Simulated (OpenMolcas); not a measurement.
Run report: C$_{2}$H$_{3}$B, energy and gradient calculation (part 2 of 2)

The same run, continued: C$_{2}$H$_{3}$B; PBE0/def2-SVP, RKS (OpenMolcas 26.06). The geometry comes from this level: GFN2-xTB.

Geometry of the input (Å):
```
B  -0.8973  0.0539  -0.2327
C  0.5448  -0.0848  -0.5549
C  0.2138  0.0394  0.7513
H  -2.0101  0.1208  -0.5205
H  1.4342  -0.2004  -1.1409
H  0.7147  0.0711  1.6978
```

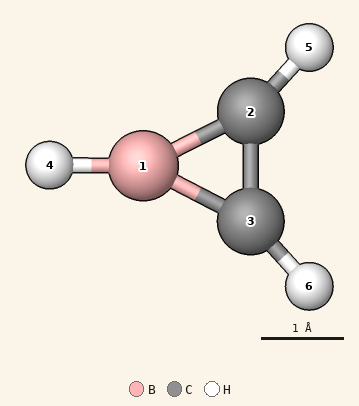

Fig. 1: The structure as given in the input (ball-and-stick view, seen on its broad side; atoms are numbered from 1 in the order of the input).

Output, continued:
```
Iter     Tot. PBE0       One-elec.       Two-elec.     Energy      Max Dij or  Max Fij      DNorm      TNorm      AccCon     Time
         Energy          Energy          Energy        Change      Delta Norm                                                in Sec.
   1  -102.336227519  -246.556456104    92.658203714   0.00E+00    2.86E-01*   1.38E-01*    4.77E+00   7.30E+01   None         1.
   2  -102.491918279  -253.135251196    99.081308046  -1.56E-01*   1.78E-01*   6.44E-02*    2.01E+00   7.55E+01   EDIIS        0.
   3  -102.545294755  -248.466957685    94.359638059  -5.34E-02*   5.53E-02*   3.47E-02*    1.10E+00   7.38E+01   EDIIS        0.
   4  -102.581235172  -250.971265085    96.828005042  -3.59E-02*   2.59E-02*   1.08E-02*    3.67E-01   7.47E+01   c2DIIS       0.
   5  -102.585084873  -250.351893433    96.204783689  -3.85E-03*   2.68E-02*   6.24E-03*    8.76E-02   7.44E+01   QNRc2DIIS    0.
   6  -102.584932267  -250.436016955    96.289059817   1.53E-04*   1.44E-02*   7.25E-03*    9.91E-02   7.45E+01   QNRc2DIIS    0.
   7  -102.585461297  -250.370587504    96.223101336  -5.29E-04*   6.30E-04*   2.62E-04*    5.31E-02   7.44E+01   QNRc2DIIS    0.
   8  -102.585462391  -250.380270722    96.232783460  -1.09E-06*   5.98E-05*   2.28E-05*    2.74E-03   7.45E+01   QNRc2DIIS    0.
   9  -102.585462398  -250.380013830    96.232526561  -6.84E-09*   2.95E-05*   7.78E-06*    3.25E-04   7.45E+01   QNRc2DIIS    0.
  10  -102.585462398  -250.379952934    96.232465666   4.35E-11*   1.49E-05*   9.48E-06*    1.10E-04   7.45E+01   QNRc2DIIS    0.
  11  -102.585462398  -250.379991514    96.232504245  -5.55E-10*   1.74E-06    6.81E-07*    6.20E-05   7.45E+01   QNRc2DIIS    0.
  12  -102.585462398  -250.379994393    96.232507124  -6.42E-12    2.43E-07    6.96E-08     1.07E-05   7.45E+01   QNRc2DIIS    0.

       Convergence after  12 Iterations
--

 *****************************************************************************************************************************
 *                                             SCF/KS-DFT Program, Final results                                             *
 *                                                       Final Results                                                       *
 *****************************************************************************************************************************

::    Total KS-DFT energy                            -102.5854623982
      One-electron energy                            -250.3799943934
      Two-electron energy                              96.2325071243
      Nuclear repulsion energy                         51.5620248709
      Kinetic energy (interpolated)                   101.4372497466
      Virial theorem                                    1.0113194379
      Total spin, S(S+1)                                0.0000000000
      Total spin, S                                     0.0000000000
      Max non-diagonal density matrix element           0.0000003711
      Max non-diagonal Fock matrix element              0.0000000162

      All orbitals with orbital energies smaller than  E(LUMO)+0.5 are printed

++    Molecular orbitals:
      -------------------

      Title: RKS-DFT orbitals

      Molecular orbitals for symmetry species 1: a

      Basis set list:
        1 B1     1s                 13 B1     3d1+               25 C2     3d1-               37 C3     2pz                49 H5     1s
        2 B1     1s                 14 B1     3d2+               26 C2     3d0                38 C3     3d2-               50 H5     2px
        3 B1     1s                 15 C2     1s                 27 C2     3d1+               39 C3     3d1-               51 H5     2py
        4 B1     2px                16 C2     1s                 28 C2     3d2+               40 C3     3d0                52 H5     2pz
        5 B1     2px                17 C2     1s                 29 C3     1s                 41 C3     3d1+               53 H6     1s
        6 B1     2py                18 C2     2px                30 C3     1s                 42 C3     3d2+               54 H6     1s
        7 B1     2py                19 C2     2px                31 C3     1s                 43 H4     1s                 55 H6     2px
        8 B1     2pz                20 C2     2py                32 C3     2px                44 H4     1s                 56 H6     2py
        9 B1     2pz                21 C2     2py                33 C3     2px                45 H4     2px                57 H6     2pz
       10 B1     3d2-               22 C2     2pz                34 C3     2py                46 H4     2py
       11 B1     3d1-               23 C2     2pz                35 C3     2py                47 H4     2pz
       12 B1     3d0                24 C2     3d2-               36 C3     2pz                48 H5     1s

  Index Energy  Occupation Coefficients ...

    1  -10.2536    2.0000         15 C2     1s     ( 0.705),    29 C3     1s     ( 0.692),

    2  -10.2527    2.0000         15 C2     1s     (-0.692),    29 C3     1s     ( 0.705),

    3   -6.7856    2.0000          1 B1     1s     ( 0.989),

    4   -0.8399    2.0000          2 B1     1s     ( 0.210),    15 C2     1s     (-0.192),    16 C2     1s     ( 0.367),    29 C3     1s     (-0.192),
                                  30 C3     1s     ( 0.367),

    5   -0.5731    2.0000         16 C2     1s     (-0.318),    17 C2     1s     (-0.217),    30 C3     1s     ( 0.318),    31 C3     1s     ( 0.217),
                                  36 C3     2pz    ( 0.172),    48 H5     1s     (-0.263),    53 H6     1s     ( 0.263),

    6   -0.5416    2.0000          2 B1     1s     (-0.258),    18 C2     2px    ( 0.288),    32 C3     2px    ( 0.197),    36 C3     2pz    ( 0.241),
                                  48 H5     1s     ( 0.262),    53 H6     1s     ( 0.262),

    7   -0.4472    2.0000          2 B1     1s     ( 0.307),     4 B1     2px    ( 0.236),    22 C2     2pz    (-0.196),    43 H4     1s     ( 0.359),

    8   -0.3456    2.0000          6 B1     2py    (-0.241),    20 C2     2py    ( 0.368),    21 C2     2py    ( 0.216),    34 C3     2py    ( 0.368),
                                  35 C3     2py    ( 0.216),

    9   -0.3348    2.0000          4 B1     2px    ( 0.271),    22 C2     2pz    ( 0.351),    32 C3     2px    ( 0.314),    36 C3     2pz    (-0.226),
                                  43 H4     1s     ( 0.234),

   10   -0.2931    2.0000          8 B1     2pz    ( 0.398),    18 C2     2px    (-0.305),    32 C3     2px    ( 0.301),

   11   -0.0046    0.0000         20 C2     2py    (-0.426),    21 C2     2py    (-0.623),    34 C3     2py    ( 0.426),    35 C3     2py    ( 0.623),

   12    0.0179    0.0000          6 B1     2py    ( 0.502),     7 B1     2py    (-0.786),

   13    0.1057    0.0000         17 C2     1s     (-1.383),    31 C3     1s     (-1.386),    49 H5     1s     ( 1.554),    54 H6     1s     ( 1.555),

   14    0.1087    0.0000          9 B1     2pz    (-0.840),    17 C2     1s     (-1.563),    31 C3     1s     ( 1.559),    49 H5     1s     ( 1.257),
                                  54 H6     1s     (-1.255),

   15    0.1297    0.0000          3 B1     1s     (-3.451),

   16    0.1709    0.0000          9 B1     2pz    ( 1.256),    19 C2     2px    (-1.183),    33 C3     2px    ( 0.994),    37 C3     2pz    ( 0.658),
                                  49 H5     1s     ( 1.272),    54 H6     1s     (-1.271),

   17    0.2309    0.0000          2 B1     1s     (-1.376),     5 B1     2px    ( 1.353),    44 H4     1s     ( 2.046),

   18    0.2577    0.0000         17 C2     1s     ( 3.640),    23 C2     2pz    ( 2.290),    31 C3     1s     (-3.624),    37 C3     2pz    ( 2.333),

   19    0.2676    0.0000          5 B1     2px    ( 6.073),    44 H4     1s     ( 4.832),

   20    0.3314    0.0000          6 B1     2py    ( 0.991),     7 B1     2py    ( 1.043),

   21    0.3740    0.0000          2 B1     1s     ( 0.732),     5 B1     2px    ( 0.973),    33 C3     2px    ( 0.723),    44 H4     1s     ( 1.289),

   22    0.4326    0.0000         17 C2     1s     ( 3.213),    23 C2     2pz    ( 1.761),    31 C3     1s     (-3.217),    37 C3     2pz    ( 1.836),

   23    0.4696    0.0000          3 B1     1s     ( 2.495),     5 B1     2px    ( 4.566),    17 C2     1s     (-3.265),    31 C3     1s     (-3.259),
                                  44 H4     1s     ( 2.697),

--

++    Molecular charges:
      ------------------

      Mulliken charges per centre and basis function type
      ---------------------------------------------------

                B1      C2      C3      H4      H5      H6
      1s       2.9540  3.2197  3.2197  0.9624  0.9296  0.9296
      2px      0.9181  0.9645  1.1315  0.0127  0.0132  0.0082
      2pz      0.8172  0.9796  0.8089  0.0035  0.0089  0.0140
      2py      0.3454  0.8062  0.8099  0.0012  0.0034  0.0033
      3d2+     0.0105  0.0030  0.0011  0.0000  0.0000  0.0000
      3d1+     0.0239  0.0124  0.0129  0.0000  0.0000  0.0000
      3d0      0.0123  0.0090  0.0104  0.0000  0.0000  0.0000
      3d1-     0.0016  0.0063  0.0084  0.0000  0.0000  0.0000
      3d2-     0.0213  0.0022  0.0001  0.0000  0.0000  0.0000
      Total    5.1043  6.0028  6.0029  0.9798  0.9551  0.9551

      N-E     -0.1043 -0.0028 -0.0029  0.0202  0.0449  0.0449

      Total electronic charge=   20.000000

      Total            charge=   -0.000000
--

++    Molecular properties:
      ---------------------

      Charge (e):
                      =   -0.0000
      Dipole Moment (debye):
      Origin of the operator (angstrom)=   -0.0167    0.0010   -0.0044
                   X=  1.1401E+00               Y= -6.8691E-02               Z=  2.9563E-01           Total=  1.1798E+00
      Quadrupole Moment (debye*angstrom):
      Origin of the operator (angstrom)=   -0.0167    0.0010   -0.0044
                  XX= -1.7588E+01              XY= -5.7805E-02              XZ=  6.6989E-02              YY= -1.8365E+01
                  YZ=  3.7232E-02              ZZ= -1.7818E+01
      In traceless form (debye*angstrom)
                  XX=  5.0395E-01              XY= -8.6708E-02              XZ=  1.0048E-01              YY= -6.6234E-01
                  YZ=  5.5847E-02              ZZ=  1.5839E-01
--

--- Stop Module: scf /rc=_RC_ALL_IS_WELL_ ---
--- Module scf spent 8 seconds ---

--- Start Module: alaska ---

                                              &ALASKA

                       available to each process: 1.9 GB of memory, 1 thread

                     Threshold for contributions to the gradient: 1.000E-07

                    ********************************************
                    * Symmetry Adapted Cartesian Displacements *
                    ********************************************

           Irreducible representation : a
           Basis function(s) of irrep: x, y, xy, Rz, z, xz, Ry, yz, Rx, I

 Basis Label        Type   Center Phase
   1   B1           x         1     1
   2   B1           y         1     1
   3   B1           z         1     1
   4   C2           x         2     1
   5   C2           y         2     1
   6   C2           z         2     1
   7   C3           x         3     1
   8   C3           y         3     1
   9   C3           z         3     1
  10   H4           x         4     1
  11   H4           y         4     1
  12   H4           z         4     1
  13   H5           x         5     1
  14   H5           y         5     1
  15   H5           z         5     1
  16   H6           x         6     1
  17   H6           y         6     1
  18   H6           z         6     1

                     No automatic utilization of translational and rotational invariance of the energy is employed.

 DFT contribution computed for a moving grid.

 Conventional ERI gradients!

 **************************************************
 *              Molecular gradients               *
 **************************************************

  Irreducible representation: a
 ------------------------------------------------------------------------------------------
                              X                       Y                       Z
 ------------------------------------------------------------------------------------------
  B1               -3.10457031292550E-02    1.85336876193698E-03   -8.06638371289337E-03
  C2                1.64992443189238E-02   -1.97437402441636E-03   -1.01790087759541E-02
  C3                9.60386894660292E-03    4.20316235355656E-04    1.69176584428516E-02
  H4                2.27843818442017E-02   -1.36564084060029E-03    5.91781004562875E-03
  H5               -1.19319065267991E-02    1.62456874236411E-03    9.54973949418569E-03
  H6               -5.90988545368942E-03   -5.58238874636921E-04   -1.41398154938144E-02
 ------------------------------------------------------------------------------------------

--- Stop Module: alaska /rc=_RC_ALL_IS_WELL_ ---
--- Module alaska spent 2 seconds ---

.##################.
.# Happy landing! #.
.##################.

    Timing: Wall=12.22 User=10.42 System=1.79
```

Key numbers:

| quantity | value |
| --- | --- |
| outcome | converged |
| total energy | −102.585462 hartree |
| basis functions | 57 |
| largest force | 1.652 eV/Å |
| HOMO | −7.98 eV |
| LUMO | −0.12 eV |
| dipole moment | 1.18 debye |
| hardware | 1 thread of Intel Xeon @ 2.90GHz (Ice Lake), 16 GiB of memory available, shared host |
| wall time | 13 s |
| peak memory | 0.39 GiB |
